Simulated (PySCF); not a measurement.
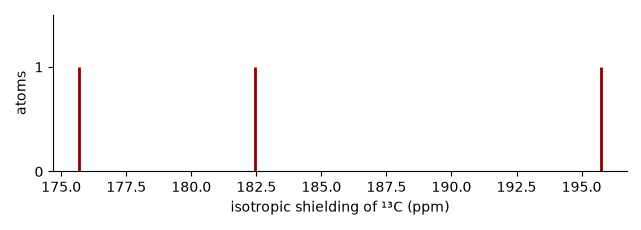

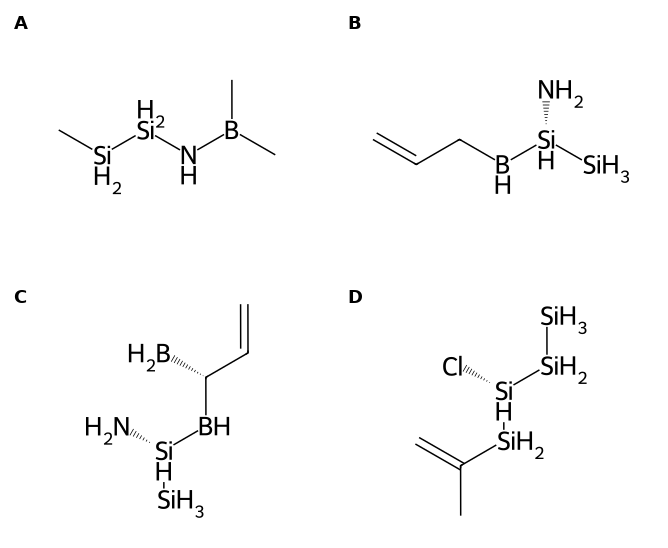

The sticks are computed shieldings of one of the molecules, for one fixed geometry (GFN2-xTB) without averaging over rotations. Low shielding means a high chemical shift. Method: GIAO PBE0/pcSseg-1 NMR shielding, non-relativistic, gas phase (PySCF 2.14.0).

### Which molecule gives this pattern?

A, `C[SiH2][SiH2]NB(C)C`. Its 3 C atoms give lines at 175.7, 182.4, 195.7 ppm.

The geometry is semi-empirical. Around B, Si such bond lengths and angles can be off by a tenth of an ångström or more and by several degrees, and values that hang on the shape move with them.
